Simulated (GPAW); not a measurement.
# A 8-layer slab of Li(100) in an electric field, part 2 of 2

Wanted: the out-of-plane polarisability of a 8-layer slab of Li(100).

GPAW 26.7.0; GPAW, PAW setups; slab in vacuum, relaxation (the session's first sound run).

So far, dipole along the normal (e·Å): step 2 (relaxation) 8.9e-4; step 3 (plane waves, PBE) 8.9e-4; step 4 (In a field) -0.215.

## (5) In a field

Contents of run.py:

```python
import json
import numpy as np
from ase import Atoms
from gpaw import GPAW, PW
from gpaw.external import ConstantElectricField

slab = Atoms(
    ['Li', 'Li', 'Li', 'Li', 'Li', 'Li', 'Li', 'Li'],
    positions=[
        [1.74500, 1.74500, 7.00000],
        [0.00000, 0.00000, 8.74500],
        [1.74500, 1.74500, 10.49000],
        [0.00000, 0.00000, 12.23500],
        [1.74500, 1.74500, 13.96073],
        [-0.00000, -0.00000, 15.66254],
        [1.74500, 1.74500, 17.28752],
        [-0.00000, 0.00000, 19.02457]],
    cell=[[3.49, 0.0, 0.0], [0.0, 3.49, 0.0], [0.0, 0.0, 26.215]],
    pbc=[True, True, False])

slab.calc = GPAW(mode=PW(400), xc='PBE', kpts={'size': (9, 9, 1), 'gamma': True},
                 occupations={'name': 'fermi-dirac', 'width': 0.1}, nbands='300%',
                 convergence={'density': 1e-05}, maxiter=200,
                 poissonsolver={'dipolelayer': 'xy'},
                 external=ConstantElectricField(-0.1, [0, 0, 1]),
                 symmetry={'tolerance': 1e-3}, txt='slab.txt')
result = {}
energy = slab.get_potential_energy()
fermi = slab.calc.get_fermi_level()
v = slab.calc.get_electrostatic_potential().mean((0, 1)) - fermi
n = slab.calc.get_pseudo_density().mean((0, 1))
L = slab.cell[2, 2]
z = np.arange(len(v)) * L / len(v)
low, high = slab.positions[:, 2].min(), slab.positions[:, 2].max()
below, above = np.interp([low - 4.8, high + 4.8], z, v)
slopes = [np.interp(x, z, np.gradient(v, z)) for x in (low - 4.8, high + 4.8)]
eps = np.array([[slab.calc.get_eigenvalues(k, s) for k in range(len(slab.calc.get_ibz_k_points()))]
                for s in range(slab.calc.get_number_of_spins())]) - fermi
top, bottom = eps[eps < 0].max(), eps[eps > 0].min()
dipole = slab.get_dipole_moment()[2]
print(f'energy {energy:.4f} eV, Fermi level {fermi:.4f} eV, dipole {dipole:.5f} e A')
print(f'potential 4.8 A off the faces, from the Fermi level: lower {below:.4f} eV, upper {above:.4f} eV')
print(f'slope of the potential there: lower {slopes[0]:.5f}, upper {slopes[1]:.5f} eV/A')
print(f'nearest levels on the mesh: {top:.4f} and {bottom:.4f} eV')
print('magnetic moment', round(slab.get_magnetic_moment(), 3))
result.update(energy=energy, fermi=fermi, dipole=dipole, below=below, above=above, slopes=slopes, edges=[top, bottom],
              z=z.tolist(), v=v.tolist(), n=n.tolist(), positions=slab.positions.tolist(),
              forces=slab.get_forces(apply_constraint=False).tolist(), moments=slab.get_magnetic_moments().tolist())
json.dump(result, open('result.json', 'w'))
```

Run with:

```bash
> OMP_NUM_THREADS=1 OPENBLAS_NUM_THREADS=1 python run.py
```

Log:

```text
energy -14.5055 eV, Fermi level -1.1865 eV, dipole -0.10714 e A
potential 4.8 A off the faces, from the Fermi level: lower 2.1856 eV, upper 3.7772 eV
slope of the potential there: lower -0.00191, upper 0.00318 eV/A
nearest levels on the mesh: -0.0532 and 0.0067 eV
magnetic moment 0.0
```

The job ended after 1.9 min (1 thread of Intel Xeon Platinum 8259CL at 2.50GHz (Skylake/Cascade Lake), shared host; peak memory 0.3 GiB).

This step gave:

| Item | Value |
| --- | --- |
| dipole along the normal | -0.1071 e·Å |
| levels nearest the Fermi level on the mesh | -0.05325, 0.006653 eV from the Fermi level |
| potential below the slab, the applied field's own ramp left out | 2.186 eV from the Fermi level |
| potential above the slab, the applied field's own ramp left out | 3.777 eV from the Fermi level |

The electrostatic potential energy of an electron (without an applied field's), less the Fermi level, planar mean oscillates, so the rows of the table below give means over windows of 1.68 Å about each position, cut where the curve ends. Its maxima inside the range that stand out by 2 % of the span (Å: eV): 7.9: 0.107, 9.6: 0.360, 11.3: 0.529, 13.1: 0.665, 14.8: 0.795, 16.5: 0.736, 18.1: 1.14, 25.3: 3.78. Its minima: 7.0: -2.28, 8.7: -1.71, 10.5: -1.55, 12.3: -1.39, 13.9: -1.23, 15.6: -1.05, 17.3: -0.884, 19.0: -1.06.

Electrostatic potential energy of an electron (without an applied field's), less the Fermi level, planar mean against z; means over each step:

| z (Å) | electrostatic potential energy of an electron (without an applied field's), less the Fermi level, planar mean (eV) |
| --- | --- |
| 0.84 | 2.28 |
| 2.52 | 2.18 |
| 4.20 | 2.11 |
| 5.88 | 0.748 |
| 7.56 | -0.940 |
| 9.24 | -0.582 |
| 10.92 | -0.424 |
| 12.60 | -0.298 |
| 14.28 | -0.151 |
| 15.96 | -0.0799 |
| 17.64 | 0.184 |
| 19.32 | 0.389 |
| 21.00 | 3.37 |
| 22.68 | 3.76 |
| 24.36 | 3.78 |
| 26.04 | 3.69 |

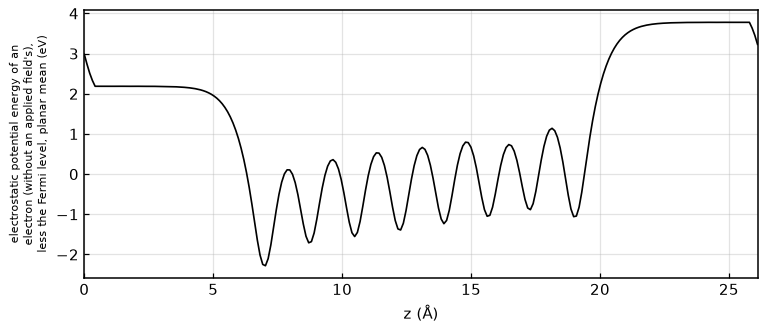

Electrostatic potential energy of an electron (without an applied field's), less the Fermi level, planar mean, plotted against z.

Force by atom:

| atom | x (eV/Å) | y (eV/Å) | z (eV/Å) | size |
| --- | --- | --- | --- | --- |
| Li1 | 0.0000 | 0.0000 | -0.0037 | 0.0037 |
| Li2 | 0.0000 | 0.0000 | 0.0770 | 0.0770 |
| Li3 | 0.0000 | 0.0000 | -0.0090 | 0.0090 |
| Li4 | 0.0000 | 0.0000 | -0.0364 | 0.0364 |
| Li5 | 0.0000 | 0.0000 | 0.0055 | 0.0055 |
| Li6 | 0.0000 | 0.0000 | -0.0310 | 0.0310 |
| Li7 | 0.0000 | 0.0000 | -0.0054 | 0.0054 |
| Li8 | 0.0000 | 0.0000 | 0.0030 | 0.0030 |

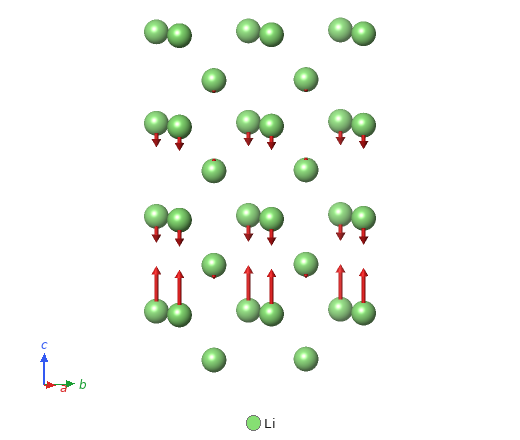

Force as arrows, the longest 0.0770 eV/Å. 1×2×1 cells are drawn. Some periodic images of atoms are drawn too.

The dipole is now -0.107 e Å, against 8.9e-4 in the run without a field.

## (6) Field on

Edit run.py of step 5 so:

```diff
@@ -24,3 +24,3 @@
                  poissonsolver={'dipolelayer': 'xy'},
-                 external=ConstantElectricField(-0.1, [0, 0, 1]),
+                 external=ConstantElectricField(-0.05, [0, 0, 1]),
                  symmetry={'tolerance': 1e-3}, txt='slab.txt')
```

Log:

```text
energy -14.5015 eV, Fermi level -1.1872 eV, dipole -0.05319 e A
potential 4.8 A off the faces, from the Fermi level: lower 2.5879 eV, upper 3.3780 eV
slope of the potential there: lower -0.00213, upper 0.00278 eV/A
nearest levels on the mesh: -0.0533 and 0.0066 eV
magnetic moment 0.0
```

Run time: 93 s. Hardware: 1 thread; peak memory 0.29 GiB.

## (7) Field on

Edit run.py of step 6 so:

```diff
@@ -24,3 +24,3 @@
                  poissonsolver={'dipolelayer': 'xy'},
-                 external=ConstantElectricField(-0.05, [0, 0, 1]),
+                 external=ConstantElectricField(0.05, [0, 0, 1]),
                  symmetry={'tolerance': 1e-3}, txt='slab.txt')
```

Log:

```text
energy -14.5016 eV, Fermi level -1.1906 eV, dipole 0.05467 e A
potential 4.8 A off the faces, from the Fermi level: lower 3.3982 eV, upper 2.5859 eV
slope of the potential there: lower -0.00271, upper 0.00219 eV/A
nearest levels on the mesh: -0.0533 and 0.0066 eV
magnetic moment 0.0
```

Run time: 1.9 min. Hardware: 1 thread; peak memory 0.3 GiB.

## (8) Field on

Edit run.py of step 7 so:

```diff
@@ -24,3 +24,3 @@
                  poissonsolver={'dipolelayer': 'xy'},
-                 external=ConstantElectricField(0.05, [0, 0, 1]),
+                 external=ConstantElectricField(0.1, [0, 0, 1]),
                  symmetry={'tolerance': 1e-3}, txt='slab.txt')
```

Log:

```text
energy -14.5057 eV, Fermi level -1.1935 eV, dipole 0.10861 e A
potential 4.8 A off the faces, from the Fermi level: lower 3.8063 eV, upper 2.1927 eV
slope of the potential there: lower -0.00310, upper 0.00197 eV/A
nearest levels on the mesh: -0.0533 and 0.0066 eV
magnetic moment 0.0
```

Elapsed: 2 min, on 1 thread; peak memory 0.3 GiB.

The dipole is now 0.109 e Å, against 8.9e-4 in the run without a field.

## (9) In a field

Edit run.py of step 8 so:

```diff
@@ -24,3 +24,3 @@
                  poissonsolver={'dipolelayer': 'xy'},
-                 external=ConstantElectricField(0.1, [0, 0, 1]),
+                 external=ConstantElectricField(0.2, [0, 0, 1]),
                  symmetry={'tolerance': 1e-3}, txt='slab.txt')
```

Log:

```text
energy -14.5219 eV, Fermi level -1.2014 eV, dipole 0.21660 e A
potential 4.8 A off the faces, from the Fermi level: lower 4.6293 eV, upper 1.4115 eV
slope of the potential there: lower -0.00411, upper 0.00164 eV/A
nearest levels on the mesh: -0.0531 and 0.0066 eV
magnetic moment 0.0
```

The job ended after 2.2 min (1 thread; peak memory 0.3 GiB).

The electrostatic potential energy of an electron (without an applied field's), less the Fermi level, planar mean oscillates, so the rows of the table below give means over windows of 1.68 Å about each position, cut where the curve ends. Its maxima inside the range that stand out by 2 % of the span (Å: eV): 0.9: 4.63, 7.9: 1.67, 9.6: 1.40, 11.3: 1.06, 13.1: 0.664, 14.8: 0.296, 16.5: -0.277, 18.1: -0.360. Its minima: 7.0: -0.439, 8.8: -0.391, 10.5: -0.769, 12.3: -1.14, 13.9: -1.49, 15.7: -1.81, 17.3: -2.14, 19.1: -2.86.

The electrostatic potential energy of an electron (without an applied field's), less the Fermi level, planar mean by z; means over each step:

| z (Å) | electrostatic potential energy of an electron (without an applied field's), less the Fermi level, planar mean (eV) |
| --- | --- |
| 0.84 | 4.45 |
| 2.52 | 4.62 |
| 4.20 | 4.52 |
| 5.88 | 2.93 |
| 7.56 | 0.726 |
| 9.24 | 0.581 |
| 10.92 | 0.230 |
| 12.60 | -0.145 |
| 14.28 | -0.503 |
| 15.96 | -0.937 |
| 17.64 | -1.17 |
| 19.32 | -1.50 |
| 21.00 | 1.10 |
| 22.68 | 1.40 |
| 24.36 | 1.41 |
| 26.04 | 1.59 |

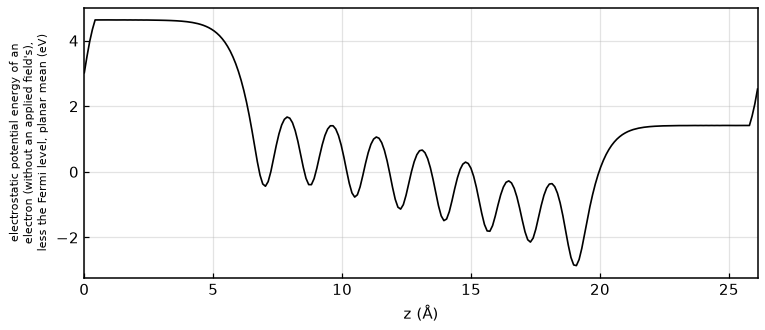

Electrostatic potential energy of an electron (without an applied field's), less the Fermi level, planar mean, plotted against z.

The dipole is now 0.217 e Å, against 8.9e-4 in the run without a field.

## (10) Field on

Edit run.py of step 9 so:

```diff
@@ -24,3 +24,3 @@
                  poissonsolver={'dipolelayer': 'xy'},
-                 external=ConstantElectricField(0.2, [0, 0, 1]),
+                 external=ConstantElectricField(0.3, [0, 0, 1]),
                  symmetry={'tolerance': 1e-3}, txt='slab.txt')
```

Log:

```text
energy -14.5490 eV, Fermi level -1.2125 eV, dipole 0.32484 e A
potential 4.8 A off the faces, from the Fermi level: lower 5.4623 eV, upper 0.6368 eV
slope of the potential there: lower -0.00559, upper 0.00144 eV/A
nearest levels on the mesh: -0.0528 and 0.0066 eV
magnetic moment 0.0
```

The job ended after 2 min (1 thread; peak memory 0.29 GiB).

The dipole is now 0.325 e Å, against 8.9e-4 in the run without a field.

## (11) The series

The members are put on one axis.

This step: induced dipole against applied field (GPAW 26.7.0).

Table of dipole along the normal by field:

| field (V/Å) | dipole along the normal (e·Å) |
| --- | --- |
| -0.200 | -0.215 |
| -0.100 | -0.107 |
| -0.050 | -0.0532 |
| 0.000 | 8.9e-4 |
| 0.050 | 0.0547 |
| 0.100 | 0.109 |
| 0.200 | 0.217 |
| 0.300 | 0.325 |

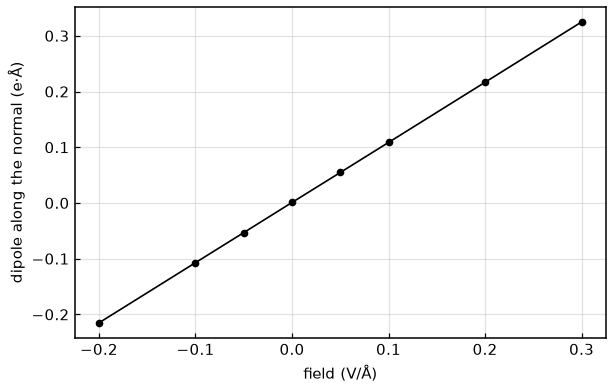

Dipole along the normal, plotted against field.

## (12) Summary of results

| Property | Result |
| --- | --- |
| work function, upper and lower face | 2.981 and 2.992 eV |
| dipole along the normal | 8.9e-4 e Å |
| induced dipole per field | 1.08 e Å per V/Å |
| out-of-plane polarisability per area, α/(ε0 A) | 16.0 Å |

**Reading.** The field induces 1.08 e Å per V/Å, a polarisable thickness α/(ε0 A) of 16.0 Å beside 12.0 Å between the outermost nuclei. A perfect conductor would give the distance between its two image planes; a dielectric of thickness t gives t(1 - 1/ε). The measured value for polycrystalline Li, which weights the faces of low work function, is 2.93 eV (as compiled in "Anisotropic work function of elemental crystals", 2019, arxiv:1902.07811); the relaxed upper face lies 0.051 eV over it with PBE. Measured work functions scatter by a tenth of an eV or more between methods. The induced dipole is linear in the field over this range. The small printed dipole stands for a step of -13 meV from the lower to the upper face, and the probes find -11 meV; values this small are near the numerical noise of both. The in-plane lattice was kept as typed, which isn't the functional's own and leaves some strain; spin-orbit coupling and temperature are left out.

[Logs are printed without paths, hosts, clocks, repeated set-up lines and the standing remarks that a program may print on its own settings, such as how far it seeks lower states.]

[Hosts, paths, dates, database ids (printed as entryN), source tags and the programs' standing remarks are cut or masked in the printed files.]
